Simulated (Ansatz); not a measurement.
Geometry relaxation of CH₆BFSi₂ (part 1 of 2)

- system: CH₆BFSi₂, SMILES C[Si]1(F)B[SiH2]1
- method: RKS PBE-D4/def2-SVP (Ansatz 0.2.0)

The geometry: force-field start. Figures and captions count atoms from 1; the log counts them from 0 in places.

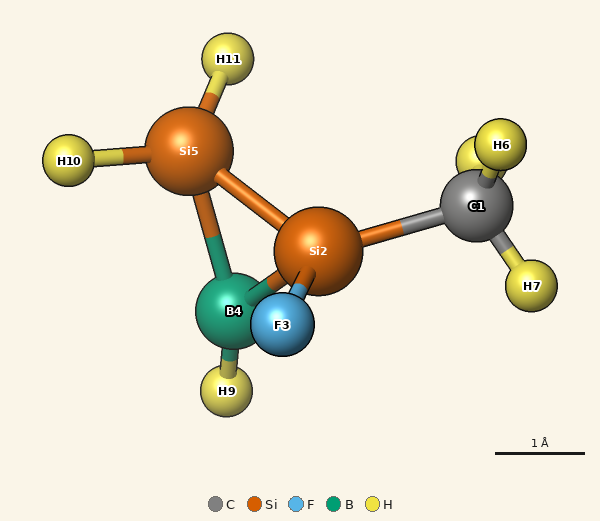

Figure 1. The structure as given in the input (ball-and-stick view, seen at a tilt; atoms are numbered from 1 in the order of the input).

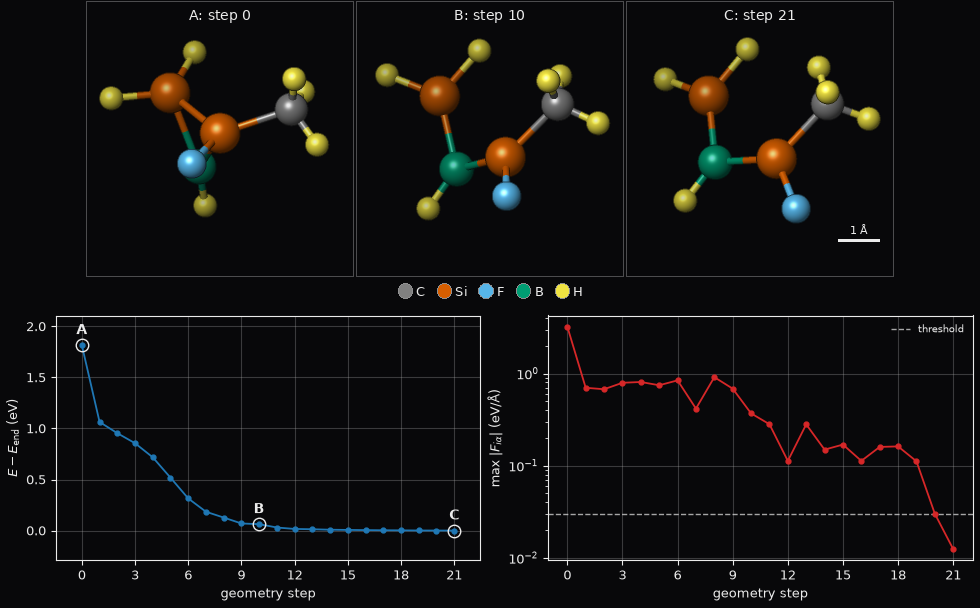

Figure 2. Frames of the relaxation (ball-and-stick view, seen at a tilt) above the curves, on which the letters mark them (the first geometry is step 0 here and step 1 in the log).

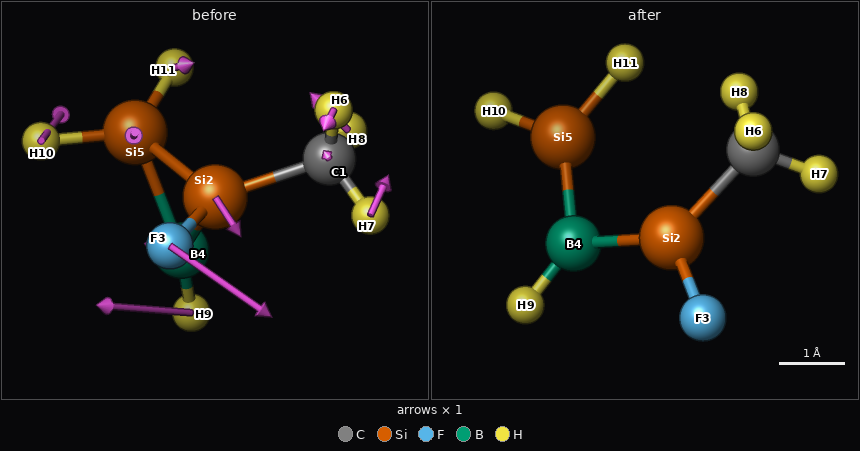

Figure 3. Before (left) and after (right) the relaxation, at one scale (ball-and-stick view, seen at a tilt). The pink arrows give the displacements, at true length. The energy falls by 1.816 eV in 21 geometry steps. The largest force component goes from 3.2 to 0.012 eV/Å. The largest moves after the best rigid fit, 1.98 Å, are those of H9 and H10. Largest moves by element: H 1.98 Å, F 1.97 Å, B 0.85 Å, Si 0.75 Å, C 0.19 Å. Among the contacts that change: Si2–Si5 2.067 → 3.036 Å, B4–Si5 1.998 → 1.874 Å, Si2–B4 1.985 → 1.878 Å, C1–H6 1.044 → 1.110 Å. Bonds break: Si2–Si5 (2.07 → 3.04 Å). Among the angles that change: Si2–B4–Si5 62.5° → 108.0°, Si5–B4–H9 150.5° → 126.4°, Si2–B4–H9 146.6° → 125.6°. (Atoms are counted from 1 in the order of the input.)

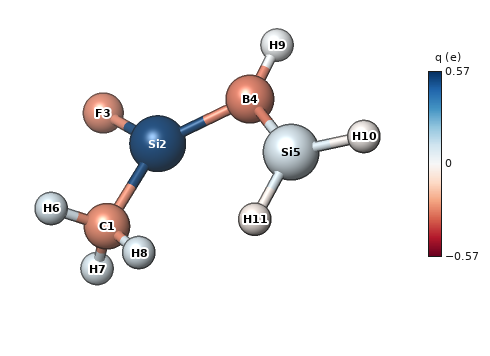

Figure 4. Mulliken charges, as the colour of each atom (ball-and-stick view, seen at a tilt; atoms are numbered from 1 in the order of the input). By element: C −0.28, Si +0.08 to +0.54, F −0.28, B −0.30 and H −0.03 to +0.09 e.

The input and output of the run follow.

**Input file**
```yaml
crystal:
  periodic: [false, false, false]
  atoms:
    - {symbol: C, position_ang: [-0.525200, -1.735600, 0.156500]}
    - {symbol: Si, position_ang: [0.495300, -0.200300, 0.465600]}
    - {symbol: F, position_ang: [1.740400, -0.330800, 1.548500]}
    - {symbol: B, position_ang: [-0.437000, 1.547200, 0.594200]}
    - {symbol: Si, position_ang: [0.663200, 1.207300, -1.038500]}
    - {symbol: H, position_ang: [0.045700, -2.486800, -0.289400]}
    - {symbol: H, position_ang: [-0.994600, -2.032900, 1.103200]}
    - {symbol: H, position_ang: [-1.342800, -1.405600, -0.573700]}
    - {symbol: H, position_ang: [-1.249700, 2.254000, 1.233500]}
    - {symbol: H, position_ang: [1.838300, 2.099500, -0.973100]}
    - {symbol: H, position_ang: [-0.168200, 1.027100, -2.206200]}
basis:
  gaussian: {orbitals: def2-SVP}
hamiltonian: {xc: pbe, dispersion: d4}
relax: {f_tol: 0.03, max_steps: 200}
```

Launch command:
```bash
ansatz run in.yaml --threads 4 --pin off --events-out ev --progress --plain --max-ram 10444MiB
```

**The program's output**
```
Functional definition: PBE
  name "PBE"
  cite "Perdew, Burke & Ernzerhof, Phys. Rev. Lett. 77, 3865 (1996) doi:10.1103/PhysRevLett.77.3865"
  parent pbe
  parameter kappa = 0.804
  parameter beta = 0.06672455060314922
  exchange = pbe_x(kappa = kappa, mu = beta*pi^2/3)
  correlation = pbe_c(beta = beta)
1200 factors; their error is unknown
mean field evaluation 1: about -20250.9392 eV, gradient 5.8e1 eV
mean field evaluation 2: about -20240.3840 eV, gradient 8.4e1 eV
mean field evaluation 4: about -20259.4189 eV, gradient 5.7e0 eV
mean field evaluation 8: about -20259.5103 eV, gradient 1.6e-1 eV
mean field evaluation 16: about -20259.4215 eV, gradient 2.4e-4 eV
mean field -20259.42146352 eV, -744.5200064553 hartree, gradient 2.9e-5 eV, S^2 0.000000; 0 other end points of the search recorded, 0 dependent functions left out
the calculation of the forces begins
reference -20259.42150164 eV, -744.5200078562 hartree; 27, 27 occupied and 81, 81 virtual orbitals, 1200 factors
relax step   1: F+E_penalty+E_count = -20259.67983452 eV  Δ(F+E_penalty+E_count) = +0.000e0 eV  max|allowed force component| = 3.228e0 eV/Å  Δτ_max = 0.0000 Å  (30 SCF iters, accepted)
these checks for a lower state are left out or cut short: starts, cluster_reference, orbital_swaps, neighbouring_geometries, increment
1200 factors; their error is unknown
mean field -20260.18128127 eV, -744.5479292424 hartree, gradient 1.4e-5 eV, S^2 0.000000; 0 other end points of the search recorded, 0 dependent functions left out
[... from here on the field's lines of each further geometry are left out, up to the last ...]
relax step   2: F+E_penalty+E_count = -20260.43224144 eV  Δ(F+E_penalty+E_count) = -7.524e-1 eV  max|allowed force component| = 7.008e-1 eV/Å  Δτ_max = 0.1949 Å  (30 SCF iters, accepted)
relax step   3: F+E_penalty+E_count = -20260.54168698 eV  Δ(F+E_penalty+E_count) = -1.094e-1 eV  max|allowed force component| = 6.759e-1 eV/Å  Δτ_max = 0.1947 Å  (34 SCF iters, accepted)
relax step   4: F+E_penalty+E_count = -20260.64022929 eV  Δ(F+E_penalty+E_count) = -9.854e-2 eV  max|allowed force component| = 7.942e-1 eV/Å  Δτ_max = 0.1952 Å  (36 SCF iters, accepted)
relax step   5: F+E_penalty+E_count = -20260.77825589 eV  Δ(F+E_penalty+E_count) = -1.380e-1 eV  max|allowed force component| = 8.097e-1 eV/Å  Δτ_max = 0.1925 Å  (31 SCF iters, accepted)
relax step   6: F+E_penalty+E_count = -20260.97784904 eV  Δ(F+E_penalty+E_count) = -1.996e-1 eV  max|allowed force component| = 7.465e-1 eV/Å  Δτ_max = 0.1954 Å  (31 SCF iters, accepted)
relax step   7: F+E_penalty+E_count = -20261.18072105 eV  Δ(F+E_penalty+E_count) = -2.029e-1 eV  max|allowed force component| = 8.434e-1 eV/Å  Δτ_max = 0.1949 Å  (32 SCF iters, accepted)
relax step   8: F+E_penalty+E_count = -20261.31132459 eV  Δ(F+E_penalty+E_count) = -1.306e-1 eV  max|allowed force component| = 4.166e-1 eV/Å  Δτ_max = 0.2000 Å  (31 SCF iters, accepted)
relax step   9: F+E_penalty+E_count = -20261.36831219 eV  Δ(F+E_penalty+E_count) = -5.699e-2 eV  max|allowed force component| = 9.133e-1 eV/Å  Δτ_max = 0.1943 Å  (32 SCF iters, accepted)
relax step  10: F+E_penalty+E_count = -20261.42603970 eV  Δ(F+E_penalty+E_count) = -5.773e-2 eV  max|allowed force component| = 6.859e-1 eV/Å  Δτ_max = 0.1944 Å  (30 SCF iters, accepted)
relax step  11: F+E_penalty+E_count = -20261.43318232 eV  Δ(F+E_penalty+E_count) = -7.143e-3 eV  max|allowed force component| = 3.698e-1 eV/Å  Δτ_max = 0.1995 Å  (35 SCF iters, accepted)
relax step  12: F+E_penalty+E_count = -20261.46576366 eV  Δ(F+E_penalty+E_count) = -3.258e-2 eV  max|allowed force component| = 2.821e-1 eV/Å  Δτ_max = 0.1336 Å  (30 SCF iters, accepted)
relax step  13: F+E_penalty+E_count = -20261.47974772 eV  Δ(F+E_penalty+E_count) = -1.398e-2 eV  max|allowed force component| = 1.128e-1 eV/Å  Δτ_max = 0.1398 Å  (30 SCF iters, accepted)
relax step  14: F+E_penalty+E_count = -20261.48274422 eV  Δ(F+E_penalty+E_count) = -2.996e-3 eV  max|allowed force component| = 2.811e-1 eV/Å  Δτ_max = 0.2000 Å  (37 SCF iters, accepted)
relax step  15: F+E_penalty+E_count = -20261.48739660 eV  Δ(F+E_penalty+E_count) = -4.652e-3 eV  max|allowed force component| = 1.495e-1 eV/Å  Δτ_max = 0.0384 Å  (32 SCF iters, accepted)
relax step  16: F+E_penalty+E_count = -20261.48937631 eV  Δ(F+E_penalty+E_count) = -1.980e-3 eV  max|allowed force component| = 1.697e-1 eV/Å  Δτ_max = 0.0473 Å  (33 SCF iters, accepted)
relax step  17: F+E_penalty+E_count = -20261.49119379 eV  Δ(F+E_penalty+E_count) = -1.817e-3 eV  max|allowed force component| = 1.129e-1 eV/Å  Δτ_max = 0.0421 Å  (32 SCF iters, accepted)
relax step  18: F+E_penalty+E_count = -20261.49274573 eV  Δ(F+E_penalty+E_count) = -1.552e-3 eV  max|allowed force component| = 1.600e-1 eV/Å  Δτ_max = 0.0772 Å  (31 SCF iters, accepted)
relax step  19: F+E_penalty+E_count = -20261.49356046 eV  Δ(F+E_penalty+E_count) = -8.147e-4 eV  max|allowed force component| = 1.621e-1 eV/Å  Δτ_max = 0.0334 Å  (32 SCF iters, accepted)
relax step  20: F+E_penalty+E_count = -20261.49483435 eV  Δ(F+E_penalty+E_count) = -1.274e-3 eV  max|allowed force component| = 1.117e-1 eV/Å  Δτ_max = 0.0424 Å  (32 SCF iters, accepted)
relax step  21: F+E_penalty+E_count = -20261.49544295 eV  Δ(F+E_penalty+E_count) = -6.086e-4 eV  max|allowed force component| = 3.015e-2 eV/Å  Δτ_max = 0.0388 Å  (31 SCF iters, accepted)
the calculation of the forces begins
reference -20261.21847243 eV, -744.5860453148 hartree; 27, 27 occupied and 81, 81 virtual orbitals, 1200 factors
relax step  22: F+E_penalty+E_count = -20261.49562442 eV  Δ(F+E_penalty+E_count) = -1.815e-4 eV  max|allowed force component| = 1.247e-2 eV/Å  Δτ_max = 0.0216 Å  (32 SCF iters, accepted)
1200 factors; their error is unknown
mean field evaluation 192: about -20261.2184 eV, gradient 1.4e-4 eV
mean field -20261.21843521 eV, -744.5860439469 hartree, gradient 2.4e-5 eV, S^2 0.000000; 1 other end points of the search recorded, 0 dependent functions left out
the calculation of the forces begins
reference -20261.21847243 eV, -744.5860453148 hartree; 27, 27 occupied and 81, 81 virtual orbitals, 1200 factors
Total energy: -20261.49566165 eV, -744.5962318305 hartree
Atom 0 at    -0.322608    -1.776514     0.045042 Å, force    -0.002943     0.001564    -0.003081 eV/Å
Atom 1 at     0.087671    -0.281851     1.093332 Å, force    -0.010595     0.010783    -0.006724 eV/Å
Atom 2 at     0.179358    -0.857188     2.628985 Å, force     0.004424    -0.005880     0.012468 eV/Å
Atom 3 at     0.361276     1.523208     0.652169 Å, force     0.000446    -0.006591    -0.000743 eV/Å
Atom 4 at     0.178486     1.699998    -1.204516 Å, force     0.004099     0.001373    -0.003680 eV/Å
Atom 5 at     0.471042    -2.544179     0.156527 Å, force     0.003278    -0.000688    -0.002448 eV/Å
Atom 6 at    -1.271296    -2.232975     0.396729 Å, force     0.001551     0.004949    -0.003743 eV/Å
Atom 7 at    -0.422243    -1.511399    -1.024586 Å, force    -0.000406    -0.008428     0.003256 eV/Å
Atom 8 at     0.624753     2.407736     1.434448 Å, force     0.003369     0.006339     0.004281 eV/Å
Atom 9 at     0.330037     2.954433    -2.023875 Å, force    -0.003363     0.000970     0.003318 eV/Å
Atom 10 at    -0.151075     0.561831    -2.133655 Å, force     0.000140    -0.004391    -0.002905 eV/Å
Dipole moment:    -0.117973    -0.414620    -0.339483 e Å
```

**Trajectory as extended XYZ (Å, eV, eV/Å), 19 of the 22 frames kept, from step=1 to step=22**
```
11
Properties=species:S:1:pos:R:3:forces:R:3 step=1 energy=-20259.67983
C    -0.5252   -1.7356    0.1565   -1.8099   2.3147   0.2917
Si    0.4953   -0.2003    0.4656   -0.2492  -2.4381   3.2283
F     1.7404   -0.3308    1.5485    0.1311  -0.3370  -0.0666
B    -0.4370    1.5472    0.5942   -1.2779   0.3437   0.9094
Si    0.6632    1.2073   -1.0385    0.7262   2.6864  -2.0315
H     0.0457   -2.4868   -0.2894    1.2325  -1.9181  -0.9595
H    -0.9946   -2.0329    1.1032   -0.1772  -0.3590   0.1450
H    -1.3428   -1.4056   -0.5737    0.6409  -0.3990   0.6466
H    -1.2497    2.2540    1.2335    0.7418  -0.3114  -0.5294
H     1.8383    2.0995   -0.9731    0.4055   0.4218  -0.3848
H    -0.1682    1.0271   -2.2062   -0.3637  -0.0040  -1.2491
11
Properties=species:S:1:pos:R:3:forces:R:3 step=2 energy=-20260.43224
C    -0.5476   -1.7734    0.2059   -0.5485   0.7008   0.0149
Si    0.4522   -0.2296    0.5707    0.4289  -0.2854   0.3470
F     1.7590   -0.4398    1.5740   -0.2801  -0.1638  -0.0194
B    -0.4818    1.5365    0.6080   -0.5390   0.2429   0.4060
Si    0.6568    1.3293   -1.0673    0.1284   0.1583  -0.2035
H     0.0551   -2.5430   -0.2745    0.3160  -0.5033  -0.1746
H    -1.0411   -2.1418    1.1244    0.0065  -0.1637   0.0177
H    -1.3476   -1.4579   -0.5128    0.1842  -0.1513   0.1921
H    -1.2105    2.3006    1.2245    0.2824  -0.0439  -0.1053
H     1.8525    2.2334   -1.0841    0.0090   0.1909  -0.1578
H    -0.0818    1.1289   -2.3481    0.0123   0.0186  -0.3170
11
Properties=species:S:1:pos:R:3:forces:R:3 step=3 energy=-20260.54169
C    -0.5470   -1.7832    0.2041   -0.0111   0.0259  -0.1988
Si    0.4659   -0.2459    0.5770    0.2171   0.1358   0.6759
F     1.6565   -0.5289    1.7136   -0.3324  -0.0440  -0.4030
B    -0.4810    1.5321    0.6241   -0.1754  -0.1837  -0.0401
Si    0.6464    1.3527   -1.0949    0.0102   0.2737  -0.0379
H     0.0733   -2.5783   -0.2567   -0.0235  -0.0132   0.0530
H    -1.0471   -2.1685    1.1161    0.0812   0.0223   0.0129
H    -1.3367   -1.4974   -0.5217   -0.0157  -0.0539  -0.0244
H    -1.0962    2.3535    1.2806    0.2636   0.0002  -0.0472
H     1.7726    2.3600   -1.1960   -0.1148  -0.0193  -0.0314
H    -0.0413    1.1470   -2.4255    0.1008  -0.1438   0.0409
11
Properties=species:S:1:pos:R:3:forces:R:3 step=5 energy=-20260.77826
C    -0.5422   -1.7759    0.1385    0.3338  -0.1917  -0.2752
Si    0.3821   -0.2155    0.6547   -0.1430   0.1850   0.8097
F     1.5383   -0.6168    1.7909   -0.4183   0.0714  -0.3920
B    -0.5587    1.5383    0.6565    0.3643   0.0598   0.0280
Si    0.5662    1.4165   -1.0604   -0.3754   0.3328  -0.3324
H     0.1399   -2.5557   -0.2752   -0.1283   0.1793   0.0841
H    -1.0391   -2.1928    1.0401    0.0214   0.0759   0.0028
H    -1.3226   -1.5484   -0.6124   -0.0180   0.0313  -0.0252
H    -0.7716    2.5233    1.3993    0.3299  -0.6150  -0.4755
H     1.5866    2.5228   -1.2945   -0.2019  -0.1677  -0.0315
H     0.0863    0.8472   -2.4169    0.2355   0.0389   0.6073
```
